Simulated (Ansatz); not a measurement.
# F− with SO₂: superposition error and deformation, part 2 of 2

Ansatz 0.2.0, Gaussian basis. The steps go on from the part before.

## (11) B3LYP-D4/def2-TZVPPD

free-b/in.yaml

```yaml
crystal:
  periodic: [false, false, false]
  atoms:
    - {symbol: O, position_ang: [-0.430529, 1.194421, 0.588275]}
    - {symbol: S, position_ang: [-0.365999, -0.184063, 0.208476]}
    - {symbol: O, position_ang: [0.720812, -0.983101, 0.687026]}
basis:
  gaussian: {orbitals: "def2-TZVPPD.json"}
hamiltonian: {xc: {name: B3LYP}, dispersion: d4}
```

The run is started by

```bash
ansatz run in.yaml --threads 2 --pin off --events-out ev --progress --plain --max-ram 5222MiB
```

Output (excerpt; [...] marks lines left out):

```text
Functional definition: B3LYP
  name "B3LYP"
  cite "Stephens, Devlin, Chabalowski & Frisch, J. Phys. Chem. 98, 11623 (1994) doi:10.1021/j100096a001"
  cite "Becke, Phys. Rev. A 38, 3098 (1988) doi:10.1103/PhysRevA.38.3098"
  cite "Lee, Yang & Parr, Phys. Rev. B 37, 785 (1988) doi:10.1103/PhysRevB.37.785"
  cite "Vosko, Wilk & Nusair, Can. J. Phys. 58, 1200 (1980) doi:10.1139/p80-159"
[...]
712 factors; their error is unknown
[...]
mean field -14931.59135344 eV, -548.7258612427 hartree, gradient 3.1e-5 eV, S^2 0.000000; 0 other end points of the search recorded, 0 dependent functions left out
reference -14931.59157558 eV, -548.7258694062 hartree; 16, 16 occupied and 115, 115 virtual orbitals, 712 factors
Total energy: -14931.66339940 eV, -548.7285088831 hartree
```

Run time: 1.4 s. Hardware: 2 threads of Arm Neoverse V1, shared host.

## (12) wB97X-V/def2-TZVPPD

free-b/in.yaml, as its differences from that of step 11:

```diff
@@ -8,2 +8,2 @@
   gaussian: {orbitals: "def2-TZVPPD.json"}
-hamiltonian: {xc: {name: B3LYP}, dispersion: d4}
+hamiltonian: {xc: {name: wB97X-V}}
```

The run is started by

```bash
ansatz run in.yaml --threads 2 --pin off --events-out ev --progress --plain --max-ram 5222MiB
```

Output (excerpt; [...] marks lines left out):

```text
Functional definition: wB97X-V
  name "wB97X-V"
  cite "Mardirossian & Head-Gordon, Phys. Chem. Chem. Phys. 16, 9904 (2014) doi:10.1039/C3CP54374A"
  cite "Becke, J. Chem. Phys. 107, 8554 (1997) doi:10.1063/1.475007"
  cite "Vydrov & Van Voorhis, J. Chem. Phys. 133, 244103 (2010) doi:10.1063/1.3521275"
[...]
      + integral(e_c_pw_opposite_spin*poly(b97_u_opposite, cos0, cos1)) + vv10(b, c)
707 factors; their error is unknown
163 factors; integrals over basis functions are off by at most 3.8e-5 eV
[...]
mean field -14928.02395332 eV, -548.5947617065 hartree, gradient 1.9e-5 eV, S^2 0.000000; 0 other end points of the search recorded, 0 dependent functions left out
reference -14928.02395111 eV, -548.5947616251 hartree; 16, 16 occupied and 115, 115 virtual orbitals, 707 factors
Total energy: -14928.02395111 eV, -548.5947616251 hartree
```

Wall time 3.4 s (2 threads of Arm Neoverse V1, shared host).

## (13) wB97M-V/def2-TZVPPD

free-b/in.yaml, as its differences from that of step 12:

```diff
@@ -8,2 +8,2 @@
   gaussian: {orbitals: "def2-TZVPPD.json"}
-hamiltonian: {xc: {name: wB97X-V}}
+hamiltonian: {xc: {name: wB97M-V}}
```

The run is started by

```bash
ansatz run in.yaml --threads 2 --pin off --events-out ev --progress --plain --max-ram 5222MiB
```

Output (excerpt; [...] marks lines left out):

```text
Functional definition: wB97M-V
  name "wB97M-V"
  cite "Mardirossian & Head-Gordon, J. Chem. Phys. 144, 214110 (2016) doi:10.1063/1.4952647"
  cite "Becke, J. Chem. Phys. 107, 8554 (1997) doi:10.1063/1.475007"
  cite "Vydrov & Van Voorhis, J. Chem. Phys. 133, 244103 (2010) doi:10.1063/1.3521275"
  # Of w^i u^j: cxij and so on, Table III.
[...]
  gx(w, u) = 1 - cx + cx01*u + cx10*w
  gss(w, u) = css00 + css04*u^4 + css10*w + css20*w^2 + css43*w^4*u^3
  gos(w, u) = cos00 + cos10*w + (cos20 + cos21*u)*w^2 + (cos60 + cos61*u)*w^6
[...]
      + integral(e_c_pw_mod_opposite_spin*gos(b97_w_opposite, b97_u_opposite)) + vv10(b, c)
686 factors; their error is unknown
163 factors; integrals over basis functions are off by at most 3.8e-5 eV
[...]
mean field -14929.75275203 eV, -548.6582938871 hartree, gradient 2.7e-5 eV, S^2 0.000000; 0 other end points of the search recorded, 0 dependent functions left out
reference -14929.75280845 eV, -548.6582959606 hartree; 16, 16 occupied and 115, 115 virtual orbitals, 686 factors
Total energy: -14929.75280845 eV, -548.6582959606 hartree
```

It took 3.9 s on 2 threads of Arm Neoverse V1, shared host.

## (14) B2PLYP/def2-TZVPPD

free-b/in.yaml, as its differences from that of step 13:

```diff
@@ -8,2 +8,2 @@
   gaussian: {orbitals: "def2-TZVPPD.json"}
-hamiltonian: {xc: {name: wB97M-V}}
+hamiltonian: {xc: {name: B2PLYP}}
```

The run is started by

```bash
ansatz run in.yaml --threads 2 --pin off --events-out ev --progress --plain --max-ram 5222MiB
```

Output (excerpt; [...] marks lines left out):

```text
Functional definition: B2PLYP
  name "B2PLYP"
  cite "Grimme, J. Chem. Phys. 124, 034108 (2006) doi:10.1063/1.2148954"
  cite "Becke, Phys. Rev. A 38, 3098 (1988) doi:10.1103/PhysRevA.38.3098"
  cite "Lee, Yang & Parr, Phys. Rev. B 37, 785 (1988) doi:10.1103/PhysRevB.37.785"
[...]
803 factors; integrals over basis functions are off by at most 6.7e-4 eV
[...]
mean field -14919.45692553 eV, -548.2799292421 hartree, gradient 2.0e-6 eV, S^2 0.000000; 0 other end points of the search recorded, 0 dependent functions left out
7 core orbitals not correlated: weight in the atoms' cores, before any rotation towards them, 1.000 or more for the frozen orbitals, at most 0.000 for the correlated occupied ones
reference -14919.45706457 eV, -548.2799343517 hartree; 9, 9 occupied and 115, 115 virtual orbitals, 803 factors
second order -22.30533863 eV of doubles, -0.00000000 eV of singles
Total energy: -14925.47950600 eV, -548.5012549921 hartree
```

Run time: 2.3 s. Hardware: 2 threads of Arm Neoverse V1, shared host.

## (15) BLYP-D4/def2-TZVPPD

free-b/in.yaml, as its differences from that of step 14:

```diff
@@ -8,2 +8,2 @@
   gaussian: {orbitals: "def2-TZVPPD.json"}
-hamiltonian: {xc: {name: B2PLYP}}
+hamiltonian: {xc: {name: BLYP}, dispersion: d4}
```

The run is started by

```bash
ansatz run in.yaml --threads 2 --pin off --events-out ev --progress --plain --max-ram 5222MiB
```

Output:

```text
Functional definition: BLYP
  name "BLYP"
  cite "Becke, Phys. Rev. A 38, 3098 (1988) doi:10.1103/PhysRevA.38.3098"
  cite "Lee, Yang & Parr, Phys. Rev. B 37, 785 (1988) doi:10.1103/PhysRevB.37.785"
  parameter beta = 0.0042
  parameter a = 0.04918
  parameter b = 0.132
  parameter c = 0.2533
  parameter d = 0.349
  exchange = b88_x(beta = beta)
  correlation = lyp_c(a = a, b = b, c = c, d = d)
686 factors; their error is unknown
mean field evaluation 1: about -14919.5710 eV, gradient 8.6e1 eV
mean field evaluation 2: about -14846.1105 eV, gradient 2.1e2 eV
mean field evaluation 4: about -14931.0910 eV, gradient 6.9e0 eV
mean field evaluation 8: about -14931.1805 eV, gradient 8.0e-2 eV
mean field evaluation 16: about -14931.1805 eV, gradient 8.2e-6 eV
mean field -14931.18046156 eV, -548.7107612448 hartree, gradient 8.1e-6 eV, S^2 0.000000; 0 other end points of the search recorded, 0 dependent functions left out
reference -14931.18075528 eV, -548.7107720386 hartree; 16, 16 occupied and 115, 115 virtual orbitals, 686 factors
Total energy: -14931.28257342 eV, -548.7145137862 hartree
```

It took 1.2 s on 2 threads of Arm Neoverse V1, shared host.

## (16) revPBE-D4/def2-TZVPPD

free-b/in.yaml, as its differences from that of step 15:

```diff
@@ -8,2 +8,2 @@
   gaussian: {orbitals: "def2-TZVPPD.json"}
-hamiltonian: {xc: {name: BLYP}, dispersion: d4}
+hamiltonian: {xc: {name: revPBE}, dispersion: d4}
```

The run is started by

```bash
ansatz run in.yaml --threads 2 --pin off --events-out ev --progress --plain --max-ram 5222MiB
```

Output:

```text
Functional definition: revPBE
  name "revPBE"
  cite "Zhang & Yang, Phys. Rev. Lett. 80, 890 (1998) doi:10.1103/PhysRevLett.80.890"
  cite "Perdew, Burke & Ernzerhof, Phys. Rev. Lett. 77, 3865 (1996) doi:10.1103/PhysRevLett.77.3865"
  parameter kappa = 1.245
  parameter beta = 0.06672455060314922
  exchange = pbe_x(kappa = kappa, mu = beta*pi^2/3)
  correlation = pbe_c(beta = beta)
686 factors; their error is unknown
mean field evaluation 1: about -14918.2606 eV, gradient 7.9e1 eV
mean field evaluation 2: about -14857.4963 eV, gradient 1.9e2 eV
mean field evaluation 4: about -14928.2191 eV, gradient 5.9e0 eV
mean field evaluation 8: about -14928.2816 eV, gradient 7.5e-2 eV
mean field -14928.28155790 eV, -548.6042285002 hartree, gradient 3.0e-5 eV, S^2 0.000000; 0 other end points of the search recorded, 0 dependent functions left out
reference -14928.28161398 eV, -548.6042305610 hartree; 16, 16 occupied and 115, 115 virtual orbitals, 686 factors
Total energy: -14928.43489694 eV, -548.6098636058 hartree
```

Run time: 1.1 s. Hardware: 2 threads of Arm Neoverse V1, shared host.

## (17) B97M-V/def2-TZVPPD

free-b/in.yaml, as its differences from that of step 16:

```diff
@@ -8,2 +8,2 @@
   gaussian: {orbitals: "def2-TZVPPD.json"}
-hamiltonian: {xc: {name: revPBE}, dispersion: d4}
+hamiltonian: {xc: {name: B97M-V}}
```

The run is started by

```bash
ansatz run in.yaml --threads 2 --pin off --events-out ev --progress --plain --max-ram 5222MiB
```

Output (excerpt; [...] marks lines left out):

```text
Functional definition: B97M-V
  name "B97M-V"
  cite "Mardirossian & Head-Gordon, J. Chem. Phys. 142, 074111 (2015) doi:10.1063/1.4907719"
  cite "Becke, J. Chem. Phys. 107, 8554 (1997) doi:10.1063/1.475007"
  cite "Vydrov & Van Voorhis, J. Chem. Phys. 133, 244103 (2010) doi:10.1063/1.3521275"
  # Of w^i u^j: cxij and so on, Table III.
[...]
  gx(w, u) = cx00 + cx01*u + cx02*u^2 + (cx10 + cx11*u)*w
  gss(w, u) = css00 + css02*u^2 + css10*w + (css32*w^3 + css42*w^4)*u^2
  gos(w, u) = cos00 + cos01*u + cos03*u^3 + cos10*w + cos32*w^3*u^2
[...]
      + integral(e_c_pw_mod_opposite_spin*gos(b97_w_opposite, b97_u_opposite)) + vv10(b, c)
686 factors; their error is unknown
[...]
mean field -14927.12685695 eV, -548.5617940230 hartree, gradient 1.8e-5 eV, S^2 0.000000; 0 other end points of the search recorded, 0 dependent functions left out
reference -14927.12692155 eV, -548.5617963969 hartree; 16, 16 occupied and 115, 115 virtual orbitals, 686 factors
Total energy: -14927.12692155 eV, -548.5617963969 hartree
```

Wall time 3.7 s (2 threads of Arm Neoverse V1, shared host).

## (18) HSE06-D4/def2-TZVPPD

free-b/in.yaml, as its differences from that of step 17:

```diff
@@ -8,2 +8,2 @@
   gaussian: {orbitals: "def2-TZVPPD.json"}
-hamiltonian: {xc: {name: B97M-V}}
+hamiltonian: {xc: hse06, dispersion: d4}
```

The run is started by

```bash
ansatz run in.yaml --threads 2 --pin off --events-out ev --progress --plain --max-ram 5222MiB
```

Output (excerpt; [...] marks lines left out):

```text
Functional definition: HSE06
  name "HSE06"
  cite "Heyd, Scuseria & Ernzerhof, J. Chem. Phys. 118, 8207 (2003) doi:10.1063/1.1564060"
  cite "Krukau, Vydrov, Izmaylov & Scuseria, J. Chem. Phys. 125, 224106 (2006) doi:10.1063/1.2404663"
  cite "Heyd & Scuseria, J. Chem. Phys. 120, 7274 (2004) doi:10.1063/1.1668634"
  cite "Ernzerhof & Perdew, J. Chem. Phys. 109, 3313 (1998) doi:10.1063/1.476928"
  cite "Perdew, Burke & Ernzerhof, Phys. Rev. Lett. 77, 3865 (1996) doi:10.1103/PhysRevLett.77.3865"
  parent pbe
[...]
  # The whole range is PBE's own exchange, as in plane waves. The composition of these papers is wPBEh.
[...]
724 factors; their error is unknown
48 factors; integrals over basis functions are off by at most 9.5e-5 eV
[...]
mean field -14922.75782470 eV, -548.4012350491 hartree, gradient 5.6e-5 eV, S^2 0.000000; 0 other end points of the search recorded, 0 dependent functions left out
reference -14922.75786971 eV, -548.4012367033 hartree; 16, 16 occupied and 115, 115 virtual orbitals, 724 factors
Total energy: -14922.79089046 eV, -548.4024501935 hartree
```

It took 1.4 s on 2 threads of Arm Neoverse V1, shared host.

## (19) CCSD(T)/def2-TZVPPD

free-b/in.yaml, as its differences from that of step 18:

```diff
@@ -8,2 +8,2 @@
   gaussian: {orbitals: "def2-TZVPPD.json"}
-hamiltonian: {xc: hse06, dispersion: d4}
+correlation: {method: ccsd_t}
```

The run is started by

```bash
ansatz run in.yaml --threads 2 --pin off --events-out ev --progress --plain --max-ram 5222MiB
```

Output (excerpt; [...] marks lines left out):

```text
Functional definition: HF
  name "HF"
  cite "Fock, Z. Phys. 61, 126 (1930) doi:10.1007/BF01340294"
  parent pbe
[...]
803 factors; integrals over basis functions are off by at most 6.7e-4 eV
[...]
mean field -14892.94666935 eV, -547.3056952968 hartree, gradient 3.4e-6 eV, S^2 0.000000; 0 other end points of the search recorded, 0 dependent functions left out
7 core orbitals not correlated: weight in the atoms' cores, before any rotation towards them, 1.000 or more for the frozen orbitals, at most 0.000 for the correlated occupied ones
reference -14892.94666935 eV, -547.3056952968 hartree; 9, 9 occupied and 115, 115 virtual orbitals, 803 factors
second order -17.92333859 eV of doubles, -0.00000000 eV of singles
cycle   1  -16.97437495 eV  change    9.5e-1 eV  update   1.4e-1
[...]
cycle  10  -17.74015707 eV  change    1.8e-5 eV  update   1.2e-5
perturbative correction -0.92718021 eV, -0.0340732444 hartree
Total energy: -14911.61400663 eV, -547.9917072887 hartree
```

It took 3.8 s on 2 threads of Arm Neoverse V1, shared host; peak memory 0.47 GiB.

## (20) The split

| method | interaction with counterpoise (meV) | without | superposition error | deformation | binding energy |
| --- | --- | --- | --- | --- | --- |
| PBE-D4 | -2339 | -2354 | 15 | 16 | -2324 |
| revPBE-D4 | -2214 | -2231 | 17 | 0 | -2214 |
| BLYP-D4 | -2089 | -2105 | 15 | -3 | -2093 |
| r2SCAN-D4 | -2568 | -2576 | 9 | 71 | -2497 |
| B97M-V | -2499 | -2506 | 7 | 102 | -2397 |
| PBE0-D4 | -2625 | -2631 | 7 | 118 | -2507 |
| B3LYP-D4 | -2377 | -2385 | 8 | 87 | -2291 |
| HSE06-D4 | -2626 | -2632 | 6 | 116 | -2509 |
| wB97X-V | -2557 | -2562 | 6 | 127 | -2430 |
| wB97M-V | -2517 | -2523 | 6 | 128 | -2389 |
| B2PLYP | -2224 | -2254 | 30 | 62 | -2162 |
| Hartree-Fock | -2742 | -2748 | 5 | 301 | -2442 |
| MP2 | -2097 | -2183 | 86 | 49 | -2048 |
| CCSD | -2324 | -2402 | 78 | 127 | -2197 |
| CCSD(T) | -2208 | -2295 | 87 | 71 | -2137 |

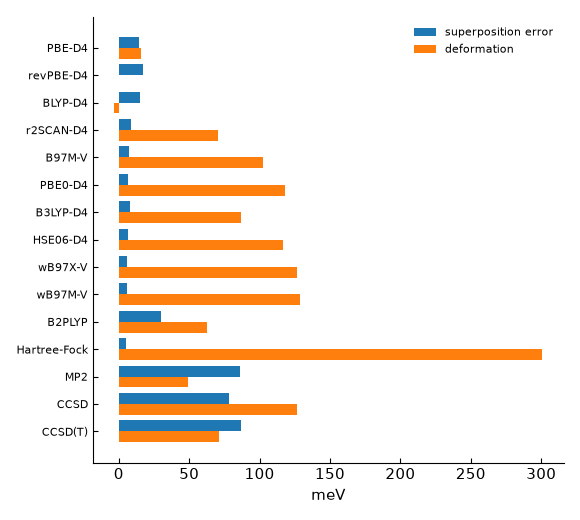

Superposition error and deformation energy by method.

## (21) Outcome

The summary covers parts 1 to 2.

| quantity | value |
| --- | --- |
| interaction, CCSD(T) | -2208 meV |
| superposition error | 87 meV |
| deformation | 71 meV |
| binding energy | -2137 meV |

**Reading.** In this basis the superposition error is 87 meV for CCSD(T) and 10 meV on average for the plain functionals: correlated methods borrow far more, since they need many more functions to converge. Deformation takes back 3 % of the interaction. The free shapes are PBE0-D4 minima, so other methods can show a small negative deformation energy. The restricted Hartree–Fock reference is unstable towards an unrestricted one at one or more of these structures.
